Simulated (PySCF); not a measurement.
# AlC: bond curves at several levels of theory

Aim: find the lowest electronic state of AlC, scan its bond at several levels of theory, and get bond length, wavenumber and dissociation energy from each curve.

The runs use PySCF 2.14.0; Al aug-pcseg-1, C aug-pcseg-1, no relativity.

### 1 Set-up

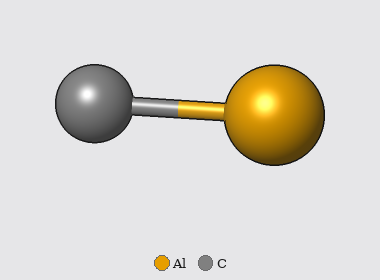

The two atoms at the starting distance (aluminium amber, carbon grey).

Settings of the job:

| Item | Value |
| --- | --- |
| atoms | Al, C |
| charge | 0 |
| basis | Al aug-pcseg-1, C aug-pcseg-1 |
| Hamiltonian | no relativity |
| basis functions | 50 |
| electrons treated | 19 |
| masses in u | 26.9815, 12.0000 |
| levels | PBE0, PBE, r²SCAN, revPBE, TPSSh, r²SCAN0, HF, MP2, SCS-MP2, CCSD, CCSD(T) |
| grid | 80 radial by 434 angular points |
| occupations | held fixed by the projection of orbital angular momentum |
| dissociation limit | Al + C, each in its ground configuration |
| starting distance in angstrom | 1.905 |
| values of 2S to try | 1, 3 |

Started as:

```bash
$ OMP_NUM_THREADS=1 python dia.py task.json out
```

The runs that follow: The PBE0 curve of the state that the search chose; Other states along the same grid; PBE (GGA); r²SCAN (meta-GGA); revPBE; TPSSh; r²SCAN0; UHF; Adding correlation.

Q: Predict the outcome of this session. Wanted: for each run, Re; ωe; De; μ.

**Answer**, as computed:

Lowest PBE0 solution found, without spin–orbit coupling: ⁴Σ⁻ (quartet), unpaired electrons σ ↑, π ↑↑. State 2 has its PBE0 minimum 0.50 eV higher, as a spin-mixed determinant (⟨S²⟩ = 1.78), so this is no gap between pure states. State 3 has its PBE0 minimum 0.61 eV higher, as a spin-mixed determinant (⟨S²⟩ = 1.77), so this is no gap between pure states. State 4 has its PBE0 minimum 1.33 eV higher, as a spin-mixed determinant (⟨S²⟩ = 1.28), so this is no gap between pure states. The other levels ran on the lowest alone.

```tsv
level	Re (Å)	ωe (cm⁻¹)	De (eV)	μ (D)
UHF	1.986	630	2.54	-1.10
UHF-MP2	1.995	620	3.20	n/a
UHF-SCS-MP2	1.993	621	2.93	n/a
UHF-CCSD	1.989	624	3.09	n/a
UHF-CCSD(T)	1.990	622	3.18	n/a
PBE	1.988	610	3.67	-1.98
revPBE	1.998	600	3.49	-1.95
r²SCAN	1.980	627	3.59	-1.70
TPSSh	1.981	624	3.46	-1.73
PBE0	1.979	626	3.47	-1.83
r²SCAN0	1.975	635	3.42	-1.63
```

De is counted to Al + C in their ground configurations. A positive dipole means Al(−)C(+).

What this shows: The methods spread over 0.023 Å in bond length, from r²SCAN0 to revPBE. Of the levels with a De here, UHF gives the least (2.54 eV) and PBE the most (3.67 eV).

Correlated steps freeze 6 core orbitals. T1 is 0.046 near the minimum (highest on the curve 0.053), which may point to more than one leading configuration.
